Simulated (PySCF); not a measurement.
CH4Al2Cl2F2

```xyz
11

F    -2.1242    0.4186    1.1271
C    -1.9255    0.8377   -0.2832
Al   -0.6320   -0.5593    0.2992
Cl    0.7216   -1.2562   -1.3089
Al    2.3588   -0.2376   -0.3039
F     3.5907   -1.2210    0.1710
Cl    1.0544    0.3446    1.3557
H    -2.8792    0.6030   -0.7581
H    -1.8260    1.9246   -0.2253
H    -0.9999   -1.8761    0.9823
H     2.6668    1.0245   -1.0819
```

Geometry: GFN2-xTB.

Level of theory: CAM-B3LYP/def2-SVPD, SCF density, gas phase in PySCF 2.14.0.

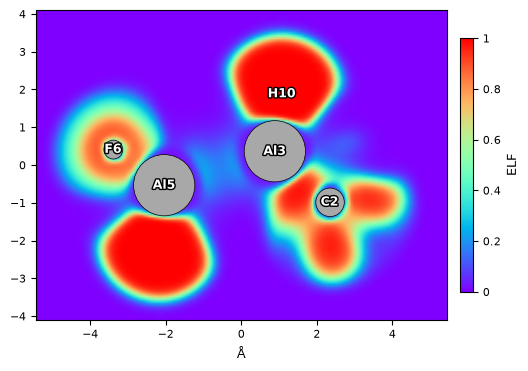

Figure 1. Electron localisation function on the plane of atoms C2, Al3 and H10. Grey discs cover the atomic cores.

Q: Read the bonding off the picture.

A:
- The section cuts through C, Al, F and H sites.
- Al–F (1.65 Å): the ELF peaks at about 0.85 in the valence shell of F, 0.5 Å from its nucleus, and is about 0.25 at the midpoint.
- C–Al (1.99 Å): the ELF peaks at about 0.90 between the atoms (a polar covalent bond).
- Al–H (1.53 Å): the ELF climbs to about 1 towards the hydrogen.
- The ELF also peaks beside F6, away from the bonds: lone-pair regions.

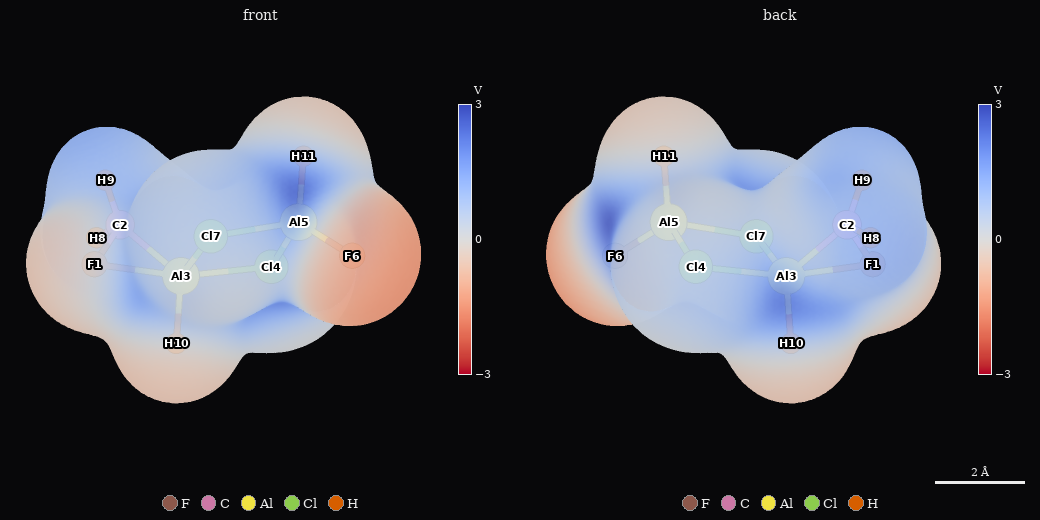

Figure 2. The molecular electrostatic potential painted on the density surface at 0.002 e/bohr³, seen from the front and from behind; red is negative and blue positive.

Q: Which sites attract a positive test charge, and which a negative one?

A: A positive charge is drawn to the negative regions and a negative charge to the positive ones. The most negative region (about −1.4 V) lies over F6, the most positive (about +2.3 V) over Al5.
